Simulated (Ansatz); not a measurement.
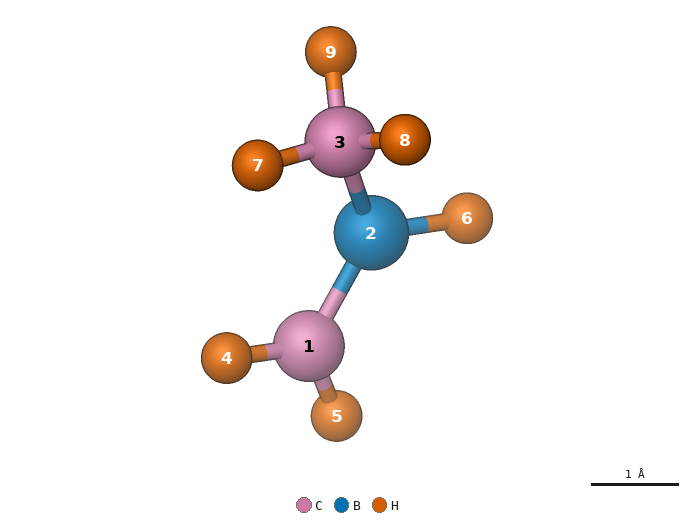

The picture comes from a calculation with Ansatz.

Orthographic view. Atoms fade into the background with distance from the viewer. State: charge −1, singlet. Geometry: a frame of the PBE0-D4/def2-SVPD trajectory.

Write a Z-matrix (Å, degrees) in the order of the atom numbers, with these reference atoms: 2 to 1; 3 to 2, 1; 4 to 1, 2, 3; 5 to 1, 4, 2; 6 to 2, 1, 4; 7 to 3, 2, 6; 8 to 3, 7, 2; 9 to 3, 8, 7.

```
C  
B    1   1.504
C    2   1.622   1   120.4
H    1   1.089   2   120.3   3    18.4
H    1   1.094   4   116.5   2  -173.1
H    2   1.242   1   121.5   4   177.2
H    3   1.121   2   111.2   6  -173.8
H    3   1.080   7   105.7   2  -122.5
H    3   1.112   8   107.0   7   114.0
```
